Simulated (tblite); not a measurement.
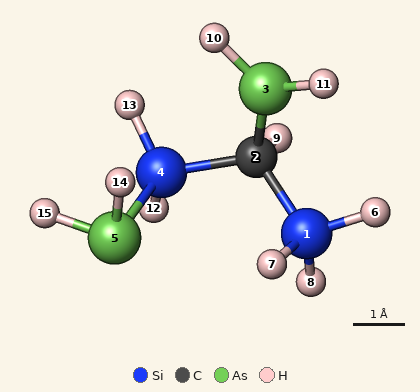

Figure 1. The starting structure (ball-and-stick view, seen at a tilt; atoms are numbered from 1 in the order of the input).

Saddle-point search, with input and output: CH10As2Si2

CH10As2Si2, computed with GFN2-xTB saddle search (eigenvector following) and harmonic vibrations, gas phase (tblite 0.8.0).

### The input
```
{"job": {"xc": "GFN2-xTB", "basis": "xTB", "kind": "saddle"}, "charge": 0, "multiplicity": 1}
Si    -1.644382    -1.097382    -0.516366
C     -0.805375     0.196890     0.590631
As    -0.726084     1.843010    -0.454737
Si     0.990463    -0.216307     1.088405
As     2.246569    -1.098033    -0.656450
H     -2.902689    -0.548574    -1.049407
H     -0.740267    -1.433204    -1.628950
H     -1.935043    -2.282134     0.303908
H     -1.396405     0.348453     1.502333
H      0.300658     2.840957    -0.261037
H     -1.680054     2.184320    -1.480190
H      0.896539    -1.206225     2.184328
H      1.552736     1.009078     1.705155
H      2.319735     0.213572    -1.383606
H      3.523600    -0.754423     0.055985
```

The first line tells a small driver script what to run in tblite; the rest is the geometry in Å.

Hardware: 1 CPU thread, shared host.

Run as:
```bash
OMP_NUM_THREADS=1 python <driver script> task.json out
```

### Output
```
step      E/eV     max force
  0    -416.60384   0.0723
  1    -416.60737   0.0560
  2    -416.60936   0.1176
  3    -416.60886   0.0347
  4    -416.61003   0.0431
  5    -416.61125   0.0489
  6    -416.61260   0.0391
  7    -416.61436   0.0677
  8    -416.61527   0.1247
  9    -416.61510   0.0347
 10    -416.61604   0.0397
 11    -416.61707   0.0240
 12    -416.61818   0.0447
 13    -416.61900   0.0719
 14    -416.61988   0.0683
 15    -416.62069   0.0953
 16    -416.62209   0.0553
 17    -416.62287   0.0894
 18    -416.62328   0.1182
 19    -416.62257   0.2104
 20    -416.62455   0.0244
 21    -416.62555   0.0205
 22    -416.62647   0.0760
 23    -416.62602   0.0145
 24    -416.62668   0.0269
 25    -416.62739   0.0323
 26    -416.62822   0.0221
 27    -416.62938   0.0472
 28    -416.62871   0.0131
 29    -416.62942   0.0181
 30    -416.63017   0.0219
 31    -416.63096   0.0162
 32    -416.63210   0.0308
 33    -416.63330   0.0376
 34    -416.63454   0.0389
 35    -416.63579   0.0394
 36    -416.63703   0.0271
 37    -416.63861   0.0549
 38    -416.63774   0.0153
 39    -416.63865   0.0196
 40    -416.63954   0.0257
 41    -416.64032   0.0179
 42    -416.64127   0.0347
 43    -416.64197   0.0495
 44    -416.64259   0.0490
 45    -416.64298   0.0269
 46    -416.64313   0.0075
 47    -416.64314   0.0022
lowest wavenumbers (cm-1): -1647.0 47.7 73.4 95.9 105.7 121.8
```

### Trajectory as extended XYZ (Å, eV, eV/Å), 12 frames, from step=0 to step=47
```
15
Properties=species:S:1:pos:R:3:forces:R:3 step=0 energy=-416.60384
Si   -1.6444   -1.0974   -0.5164   -0.0150  -0.0160  -0.0210
C    -0.8054    0.1969    0.5906   -0.0030  -0.0320   0.0160
As   -0.7261    1.8430   -0.4547   -0.0200   0.0530   0.0450
Si    0.9905   -0.2163    1.0884    0.0300  -0.0060   0.0080
As    2.2466   -1.0980   -0.6565   -0.0110   0.0090   0.0060
H    -2.9027   -0.5486   -1.0494    0.0160   0.0060   0.0100
H    -0.7403   -1.4332   -1.6290   -0.0070   0.0160   0.0170
H    -1.9350   -2.2821    0.3039   -0.0150   0.0010  -0.0270
H    -1.3964    0.3485    1.5023    0.0070   0.0140  -0.0110
H     0.3007    2.8410   -0.2610    0.0110  -0.0340  -0.0210
H    -1.6801    2.1843   -1.4802    0.0090  -0.0260  -0.0290
H     0.8965   -1.2062    2.1843    0.0180   0.0090   0.0090
H     1.5527    1.0091    1.7052   -0.0090  -0.0030  -0.0060
H     2.3197    0.2136   -1.3836   -0.0100   0.0080   0.0090
H     3.5236   -0.7544    0.0560   -0.0020   0.0020  -0.0050
15
Properties=species:S:1:pos:R:3:forces:R:3 step=4 energy=-416.61003
Si   -1.6439   -1.0834   -0.5251   -0.0040   0.0000  -0.0030
C    -0.7976    0.1759    0.6169    0.0000  -0.0080   0.0040
As   -0.7236    1.7970   -0.4701    0.0040   0.0290  -0.0080
Si    0.9996   -0.2278    1.1184    0.0030   0.0010   0.0010
As    2.2539   -1.0732   -0.6452    0.0050   0.0100   0.0020
H    -2.8647   -0.4762   -1.0833    0.0070  -0.0010   0.0030
H    -0.7066   -1.4258   -1.6063   -0.0010   0.0020   0.0050
H    -2.0189   -2.2785    0.2480    0.0000   0.0060  -0.0090
H    -1.3868    0.3454    1.5257    0.0020   0.0040  -0.0030
H     0.3750    2.7365   -0.4087   -0.0270  -0.0310  -0.0130
H    -1.7632    2.1726   -1.3990    0.0210  -0.0040   0.0180
H     0.9184   -1.2165    2.2139    0.0020  -0.0010   0.0020
H     1.5502    1.0048    1.7308   -0.0010  -0.0020   0.0010
H     2.2721    0.2485   -1.3599   -0.0040  -0.0080   0.0050
H     3.5360   -0.6993    0.0439   -0.0060   0.0020  -0.0040
15
Properties=species:S:1:pos:R:3:forces:R:3 step=8 energy=-416.61527
Si   -1.6204   -1.0632   -0.5421   -0.0010   0.0090  -0.0010
C    -0.7865    0.1706    0.6343    0.0030  -0.0120   0.0050
As   -0.7216    1.7687   -0.4892    0.0260   0.0830  -0.0410
Si    0.9997   -0.2419    1.1616   -0.0030   0.0050   0.0000
As    2.2679   -1.0775   -0.5979   -0.0030  -0.0080   0.0030
H    -2.8344   -0.4406   -1.0967    0.0000  -0.0020   0.0010
H    -0.6561   -1.3876   -1.6046    0.0010  -0.0010   0.0000
H    -2.0193   -2.2826    0.1873    0.0020   0.0010  -0.0020
H    -1.3814    0.3594    1.5344    0.0000   0.0040  -0.0070
H     0.4596    2.6026   -0.6253   -0.1030  -0.0700  -0.0070
H    -1.8565    2.2336   -1.2589    0.0770  -0.0150   0.0480
H     0.8895   -1.2454    2.2397    0.0010  -0.0010  -0.0010
H     1.5485    0.9812    1.7925   -0.0020  -0.0030   0.0010
H     2.1673    0.2125   -1.3627   -0.0030   0.0040  -0.0040
H     3.5438   -0.5896    0.0276    0.0040   0.0060   0.0030
15
Properties=species:S:1:pos:R:3:forces:R:3 step=12 energy=-416.61818
Si   -1.6090   -1.0563   -0.5515    0.0000   0.0030   0.0000
C    -0.7824    0.1672    0.6394    0.0010  -0.0050   0.0020
As   -0.7115    1.7600   -0.4930    0.0080   0.0300  -0.0160
Si    0.9975   -0.2477    1.1826   -0.0020   0.0020   0.0010
As    2.2755   -1.0858   -0.5694    0.0130   0.0210  -0.0010
H    -2.8241   -0.4332   -1.1019    0.0000   0.0000   0.0010
H    -0.6353   -1.3728   -1.6080    0.0000   0.0000   0.0000
H    -2.0079   -2.2870    0.1625    0.0020   0.0000  -0.0020
H    -1.3840    0.3654    1.5323    0.0000   0.0010  -0.0030
H     0.4882    2.5427   -0.7033   -0.0360  -0.0260  -0.0050
H    -1.8639    2.2737   -1.1978    0.0280  -0.0060   0.0190
H     0.8760   -1.2555    2.2549    0.0000  -0.0010   0.0000
H     1.5430    0.9731    1.8196   -0.0010  -0.0010   0.0010
H     2.0969    0.1720   -1.3773    0.0020  -0.0150   0.0100
H     3.5410   -0.5156    0.0110   -0.0150  -0.0040  -0.0070
15
Properties=species:S:1:pos:R:3:forces:R:3 step=17 energy=-416.62287
Si   -1.6061   -1.0485   -0.5679   -0.0050  -0.0020   0.0000
C    -0.7805    0.1580    0.6372    0.0010  -0.0020   0.0020
As   -0.7179    1.7343   -0.5286    0.0000   0.0660  -0.0440
Si    0.9901   -0.2454    1.2071    0.0000   0.0010  -0.0020
As    2.2884   -1.0592   -0.5424   -0.0010   0.0000   0.0010
H    -2.8573   -0.4468   -1.0527    0.0050  -0.0040   0.0010
H    -0.6419   -1.3155   -1.6472   -0.0020   0.0000   0.0020
H    -1.9463   -2.3228    0.1112    0.0020   0.0050  -0.0030
H    -1.3912    0.3921    1.5128   -0.0010   0.0000  -0.0040
H     0.5052    2.3334   -1.0263   -0.0800  -0.0330   0.0200
H    -1.9120    2.4291   -0.9691    0.0800  -0.0310   0.0250
H     0.8651   -1.2790    2.2547    0.0010  -0.0010   0.0010
H     1.5166    0.9694    1.8673   -0.0010   0.0000   0.0000
H     2.1374    0.2187   -1.3249    0.0000   0.0010   0.0000
H     3.5505   -0.5177    0.0689    0.0000   0.0010   0.0010
15
Properties=species:S:1:pos:R:3:forces:R:3 step=21 energy=-416.62555
Si   -1.6069   -1.0529   -0.5765   -0.0020  -0.0020  -0.0030
C    -0.7826    0.1523    0.6296    0.0000   0.0020   0.0020
As   -0.7218    1.7283   -0.5418   -0.0020   0.0080  -0.0130
Si    0.9847   -0.2395    1.2154   -0.0010   0.0010   0.0000
As    2.2890   -1.0486   -0.5315    0.0070   0.0110   0.0000
H    -2.8794   -0.4695   -1.0224    0.0050  -0.0030   0.0000
H    -0.6568   -1.2873   -1.6762   -0.0020   0.0000   0.0030
H    -1.9009   -2.3482    0.0874    0.0010   0.0040  -0.0030
H    -1.4021    0.4008    1.4939    0.0000  -0.0010  -0.0010
H     0.4789    2.2296   -1.1716   -0.0140  -0.0060   0.0020
H    -1.8887    2.5265   -0.8487    0.0170  -0.0030   0.0110
H     0.8669   -1.2784    2.2593    0.0000   0.0000   0.0000
H     1.4982    0.9791    1.8770   -0.0010   0.0000   0.0000
H     2.1683    0.2448   -1.2967    0.0010  -0.0080   0.0050
H     3.5531   -0.5371    0.1028   -0.0080  -0.0020  -0.0040
15
Properties=species:S:1:pos:R:3:forces:R:3 step=25 energy=-416.62739
Si   -1.6044   -1.0573   -0.5832   -0.0010  -0.0010  -0.0010
C    -0.7837    0.1476    0.6251    0.0010   0.0010   0.0020
As   -0.7182    1.7257   -0.5460   -0.0030   0.0180  -0.0200
Si    0.9800   -0.2375    1.2252    0.0000   0.0000   0.0000
As    2.2918   -1.0455   -0.5167   -0.0010  -0.0010   0.0010
H    -2.8849   -0.4833   -1.0147    0.0010  -0.0020   0.0010
H    -0.6585   -1.2748   -1.6903   -0.0010   0.0010   0.0000
H    -1.8754   -2.3628    0.0712    0.0020   0.0010  -0.0020
H    -1.4116    0.4047    1.4802   -0.0010  -0.0010  -0.0010
H     0.4606    2.1588   -1.2627   -0.0260  -0.0090   0.0080
H    -1.8544    2.5965   -0.7635    0.0290  -0.0100   0.0100
H     0.8655   -1.2792    2.2672    0.0000   0.0000   0.0010
H     1.4838    0.9841    1.8873   -0.0010   0.0000   0.0000
H     2.1583    0.2409   -1.2909    0.0000   0.0010   0.0000
H     3.5510   -0.5178    0.1119    0.0010   0.0010   0.0010
15
Properties=species:S:1:pos:R:3:forces:R:3 step=29 energy=-416.62942
Si   -1.6032   -1.0616   -0.5888    0.0000  -0.0010  -0.0010
C    -0.7853    0.1442    0.6202    0.0000   0.0010   0.0010
As   -0.7181    1.7245   -0.5498   -0.0020   0.0080  -0.0110
Si    0.9760   -0.2342    1.2315   -0.0010   0.0000   0.0000
As    2.2925   -1.0426   -0.5064    0.0000   0.0000   0.0010
H    -2.8936   -0.4984   -1.0018    0.0000  -0.0020   0.0010
H    -0.6656   -1.2592   -1.7070   -0.0010   0.0020  -0.0010
H    -1.8473   -2.3772    0.0562    0.0030   0.0000  -0.0020
H    -1.4204    0.4072    1.4676   -0.0010   0.0000  -0.0010
H     0.4313    2.0991   -1.3412   -0.0140  -0.0070   0.0010
H    -1.8169    2.6557   -0.6921    0.0160  -0.0030   0.0080
H     0.8660   -1.2768    2.2738    0.0000   0.0000   0.0010
H     1.4714    0.9909    1.8924   -0.0010   0.0010   0.0000
H     2.1630    0.2446   -1.2809    0.0000   0.0000   0.0010
H     3.5502   -0.5164    0.1264    0.0000   0.0000   0.0010
15
Properties=species:S:1:pos:R:3:forces:R:3 step=34 energy=-416.63454
Si   -1.5998   -1.0710   -0.6006    0.0000  -0.0020  -0.0020
C    -0.7886    0.1381    0.6097    0.0010   0.0030   0.0030
As   -0.7167    1.7236   -0.5555   -0.0020   0.0190  -0.0290
Si    0.9672   -0.2272    1.2449   -0.0010   0.0000   0.0000
As    2.2938   -1.0381   -0.4832    0.0000   0.0010   0.0010
H    -2.9118   -0.5323   -0.9718    0.0020  -0.0030   0.0010
H    -0.6854   -1.2221   -1.7460   -0.0020   0.0020   0.0010
H    -1.7821   -2.4065    0.0225    0.0040   0.0030  -0.0030
H    -1.4397    0.4103    1.4411   -0.0010  -0.0020  -0.0010
H     0.3500    1.9790   -1.4975   -0.0330  -0.0070   0.0180
H    -1.7152    2.7738   -0.5513    0.0350  -0.0150   0.0080
H     0.8661   -1.2697    2.2898    0.0000   0.0010   0.0010
H     1.4448    1.0056    1.9025   -0.0010   0.0010   0.0000
H     2.1700    0.2480   -1.2611    0.0000  -0.0010   0.0010
H     3.5475   -0.5113    0.1566    0.0000   0.0010   0.0010
15
Properties=species:S:1:pos:R:3:forces:R:3 step=38 energy=-416.63774
Si   -1.5981   -1.0762   -0.6066    0.0000  -0.0010  -0.0010
C    -0.7906    0.1351    0.6041    0.0000   0.0010   0.0000
As   -0.7145    1.7233   -0.5575    0.0000   0.0060  -0.0080
Si    0.9622   -0.2242    1.2517   -0.0010   0.0000   0.0000
As    2.2958   -1.0345   -0.4708    0.0000   0.0000   0.0020
H    -2.9196   -0.5503   -0.9593    0.0000  -0.0020   0.0010
H    -0.6966   -1.2037   -1.7655   -0.0010   0.0020  -0.0020
H    -1.7490   -2.4198    0.0052    0.0040   0.0000  -0.0020
H    -1.4503    0.4101    1.4274   -0.0010  -0.0010  -0.0010
H     0.2871    1.9158   -1.5800   -0.0130  -0.0050   0.0010
H    -1.6413    2.8328   -0.4782    0.0140  -0.0010   0.0060
H     0.8657   -1.2662    2.2983    0.0000   0.0010   0.0010
H     1.4297    1.0126    1.9083   -0.0010   0.0010   0.0000
H     2.1733    0.2504   -1.2506   -0.0010  -0.0010   0.0010
H     3.5461   -0.5053    0.1734    0.0000   0.0010   0.0010
15
Properties=species:S:1:pos:R:3:forces:R:3 step=42 energy=-416.64127
Si   -1.5941   -1.0820   -0.6159    0.0010  -0.0020  -0.0020
C    -0.7927    0.1319    0.5968    0.0010   0.0020   0.0020
As   -0.7103    1.7235   -0.5592    0.0000   0.0190  -0.0240
Si    0.9556   -0.2203    1.2616   -0.0010   0.0000   0.0000
As    2.2985   -1.0334   -0.4510    0.0000   0.0000   0.0010
H    -2.9299   -0.5757   -0.9406    0.0010  -0.0020   0.0010
H    -0.7135   -1.1738   -1.7950   -0.0020   0.0010   0.0010
H    -1.6985   -2.4364   -0.0214    0.0020   0.0020  -0.0020
H    -1.4643    0.4078    1.4099    0.0000  -0.0010   0.0000
H     0.1908    1.8380   -1.6833   -0.0260  -0.0010   0.0230
H    -1.5318    2.9051   -0.3871    0.0260  -0.0190  -0.0010
H     0.8631   -1.2586    2.3134    0.0000   0.0010   0.0010
H     1.4105    1.0224    1.9152   -0.0010   0.0000   0.0010
H     2.1733    0.2460   -1.2385    0.0000  -0.0010   0.0000
H     3.5434   -0.4947    0.1952    0.0000   0.0010   0.0010
15
Properties=species:S:1:pos:R:3:forces:R:3 step=47 energy=-416.64314
Si   -1.5887   -1.0887   -0.6266    0.0000   0.0000   0.0000
C    -0.7944    0.1295    0.5875    0.0000   0.0000   0.0000
As   -0.6988    1.7245   -0.5610    0.0000   0.0010  -0.0010
Si    0.9473   -0.2185    1.2736    0.0000   0.0000   0.0000
As    2.3064   -1.0341   -0.4236    0.0000   0.0000   0.0000
H    -2.9385   -0.6051   -0.9246    0.0000   0.0000   0.0000
H    -0.7332   -1.1436   -1.8270    0.0000   0.0000   0.0000
H    -1.6435   -2.4509   -0.0489    0.0000   0.0000   0.0000
H    -1.4790    0.4028    1.3905    0.0000   0.0000   0.0000
H     0.0646    1.7655   -1.7851   -0.0010   0.0000   0.0020
H    -1.3818    2.9734   -0.2955    0.0010  -0.0010   0.0000
H     0.8537   -1.2520    2.3315    0.0000   0.0000   0.0000
H     1.3882    1.0293    1.9265    0.0000   0.0000   0.0000
H     2.1580    0.2288   -1.2326    0.0000   0.0000   0.0000
H     3.5396   -0.4609    0.2152    0.0000   0.0000   0.0000
```

### Results in brief

- outcome: converged
- total energy: −416.6431 eV
- point group: C1
- wall time: 11 s
- peak memory: 0.2 GiB
